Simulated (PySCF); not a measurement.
## Excited-state calculation of CH6GaN

CH6GaN, SMILES N[CH2][GaH2], computed with TDDFT (BLYP)/6-31G*, RKS (PySCF 2.14.0).

The geometry comes from this level: GFN2-xTB.

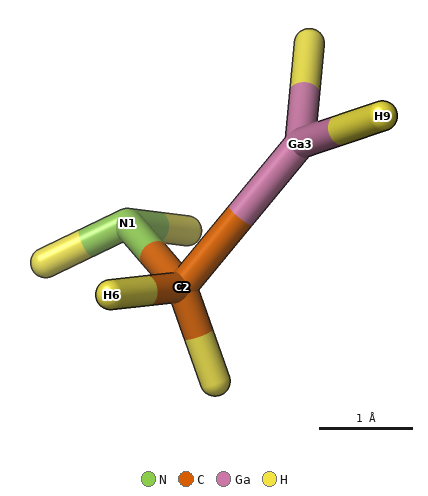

**Figure 1.** The structure (stick view, seen at a tilt; atoms are numbered from 1 in the order of the input). Sticks mark near contacts.

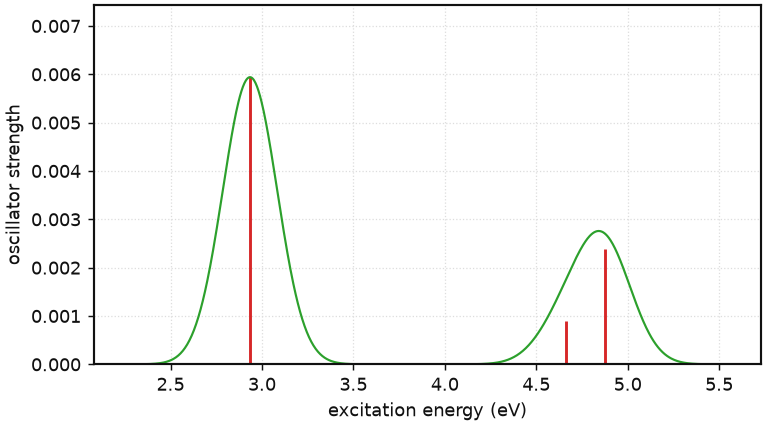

**Figure 2.** Computed excitations as sticks (degenerate states added up, dark ones marked on the axis), with a Gaussian envelope of 0.35 eV full width at half maximum, scaled to the tallest. Of the 3 states the lowest lies at 2.93 eV (f = 0.006); the strongest line is at 2.93 eV, or 422 nm (f = 0.006).

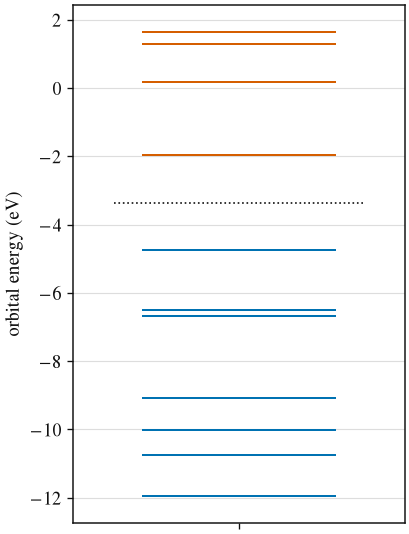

**Figure 3.** Orbital energies near the frontier; the dotted line parts filled from empty levels, and levels within 0.02 eV of each other stand side by side. Highest filled −4.75 eV, lowest empty −1.97 eV, 2.78 eV apart.

These pictures come from the run below.

Input (input.py)
```python
# N[CH2][GaH2]
from pyscf import gto, dft, tdscf

molecule = gto.M(
    atom=[
    ('N', (-0.122100, 0.206010, -1.197280)),
    ('C', (-0.181830, 0.784840, 0.158410)),
    ('Ga', (0.476680, -0.936050, 1.036190)),
    ('H', (-0.932390, -0.396630, -1.336320)),
    ('H', (-0.157190, 0.921300, -1.919940)),
    ('H', (0.572050, 1.576680, 0.234670)),
    ('H', (-1.152390, 1.236590, 0.408920)),
    ('H', (0.491190, -2.193670, 0.092930)),
    ('H', (1.005970, -1.199060, 2.522420)),
],
    max_memory=1860,
    spin=0,
    basis='6-31g*',
    verbose=3,
)

mf = dft.RKS(molecule, xc='blyp')
mf.conv_tol = 1e-10
mf.grids.level = 1
mf.kernel()
if not mf.converged:
    mf = mf.newton().run(mf.mo_coeff, mf.mo_occ)

e_tot = mf.e_tot
print('Final energy', e_tot)

td = tdscf.TDDFT(mf)
td.nstates = 3
td.kernel()
td.analyze()
roots = td.e * 27.211386
osc = td.oscillator_strength()
print('state   eV      nm      f')
for i, (w, f) in enumerate(zip(roots, osc), 1):
    print('%3d %9.4f %8.1f %9.5f' % (i, w, 1239.842 / w, f))
```

Run as:
```bash
OMP_NUM_THREADS=1 python input.py
```

The program's output
```
converged SCF energy = -2020.99873655836
Final energy -2020.9987365583552
Excitation energies (eV)
[2.93457496 4.66313322 4.87502095]

** Singlet excitation energies and oscillator strengths **
state   eV      nm      f
  1    2.9346    422.5   0.00594
  2    4.6631    265.9   0.00090
  3    4.8750    254.3   0.00238
```

Results in brief

- outcome: converged
- total energy: −2020.998737 hartree
- basis functions: 72
- HOMO: −4.75 eV
- LUMO: −1.97 eV
- dipole moment: 2.23 D
- lowest excitation: 2.93 eV
- hardware: 1 thread of Arm Neoverse V1, 24 GiB of memory available, shared host
- wall time: 12 s
- peak memory: 0.27 GiB
